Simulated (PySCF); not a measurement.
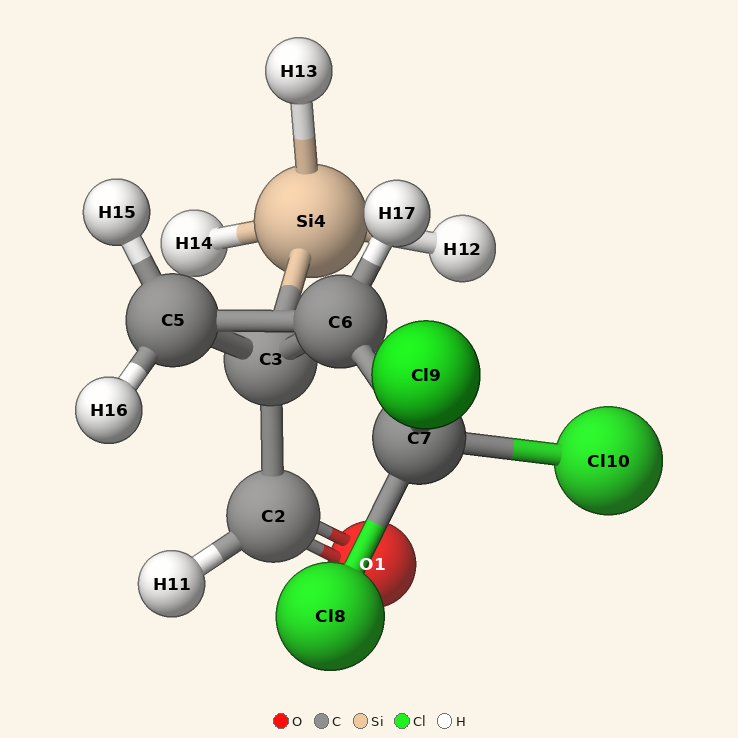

The geometry was computed by an optimisation with GFN2-xTB. No frequency run is at hand to confirm it as a minimum. Electric field gradients from the ground-state density, PBE0/pcSseg-1 (PySCF 2.14.0), non-relativistic apart from any core potentials.

Give the largest field-gradient component, the quadrupole coupling constant and the asymmetry for 17O at O1 (Q = −25.6 mb), 35Cl at Cl8 (Q = −81.7 mb), 35Cl at Cl9 (Q = −81.7 mb), 35Cl at Cl10 (Q = −81.7 mb).

```
atom  V_zz (a.u.)  e²qQ/h (MHz)     η
  O1       −1.997         12.01  0.53
 Cl8        4.237         −81.3  0.04
 Cl9        4.318         −82.9  0.01
Cl10        4.373         −83.9  0.02
```

The geometry is semi-empirical. Around Si such bond lengths and angles can be off by a tenth of an ångström or more and by several degrees, and values that hang on the shape move with them.
